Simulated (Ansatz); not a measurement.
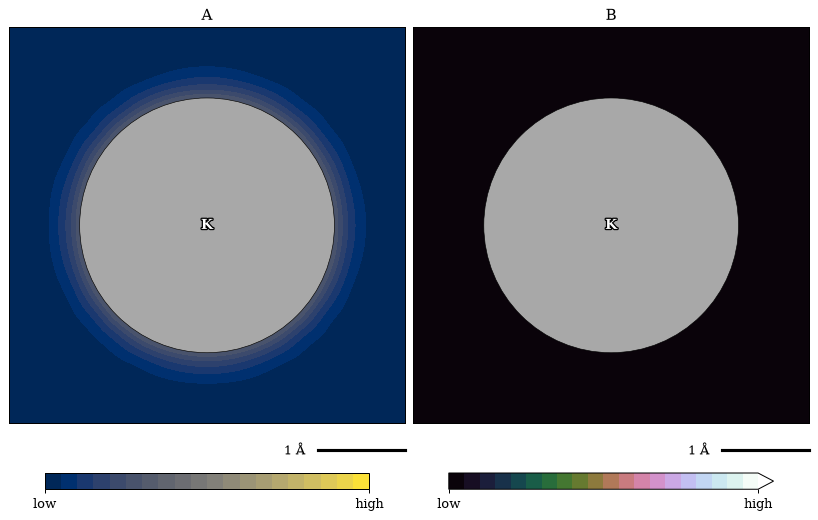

K (charge +1): 2 fields on a plane that holds the molecular axis, with unlabelled colour scales. Grey discs cover the atomic cores.

Geometry: PBE0-D4/def2-TZVP.

Level of theory: Ansatz 0.2.0, RKS PBE0/def2-TZVPPD.

### Match the panels to the quantities (electron density and electron localisation function).

Panel A: electron localisation function. Panel B: electron density.
